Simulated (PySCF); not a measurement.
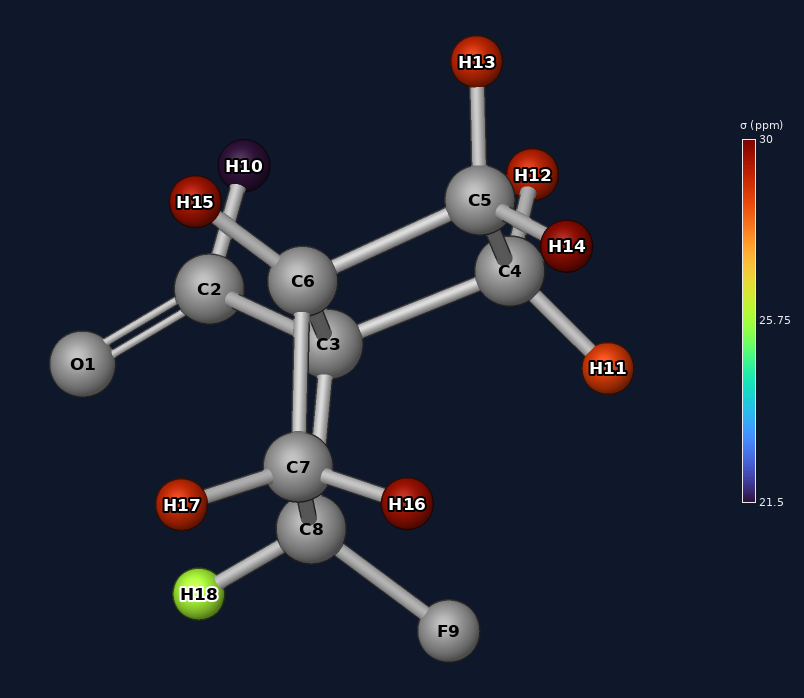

Atoms are coloured by their isotropic NMR shieldings (H only, the others grey). Computed geometry: GFN2-xTB optimisation. No frequency run is at hand to confirm it as a minimum. Level of theory: GIAO PBE0/pcSseg-1 NMR shielding, non-relativistic, gas phase (PySCF 2.14.0).

Give the isotropic NMR shieldings of the H atoms atom by atom.

```tsv
atom	σ (ppm)
H10	21.53
H11	28.71
H12	29.23
H13	29.08
H14	29.74
H15	29.52
H16	29.58
H17	29.06
H18	25.86
```
